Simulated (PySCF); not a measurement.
C4H4N2, SMILES `c1cncnc1`.

PySCF calculation, CAM-B3LYP/6-31+G*, gas phase; geometry: GFN2-xTB. No frequency check shows the geometry to be a minimum. The basis has diffuse s and p functions alone, which still leaves polarisabilities too small, most of all across bonds.

Cartesian coordinates (Å):

```
C1      -1.3505    0.0175    0.0000
C2      -0.5999    1.1856    0.0000
N3       0.7237    1.1698    0.0000
C4       1.3017   -0.0168    0.0000
N5       0.6919   -1.1888    0.0000
C6      -0.6316   -1.1690    0.0000
H7      -2.4281    0.0313    0.0000
H8      -1.0626    2.1645    0.0000
H9       2.3843   -0.0309    0.0000
H10     -1.1205   -2.1351    0.0000
```

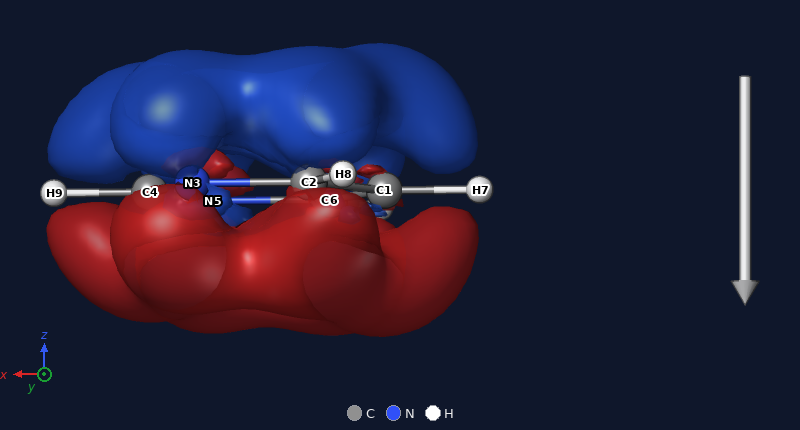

Change of the electron density in a uniform field of 0.10 V/Å along −z (arrow), surfaces at ±0.0004 e/Å³ (blue: gain, red: loss).

> What dipole is induced, and what polarisability does it imply?

The induced dipole is 0.17 D (along the field); α along this axis, from the fields in both directions, is 33 bohr³ (4.8 Å³).

> Which atoms gain and lose the most charge?

Hardly any: no atom's Hirshfeld charge changes by as much as 0.002 e. The density shifts from one side of each atom to the other; 0.017 electrons are displaced in all.
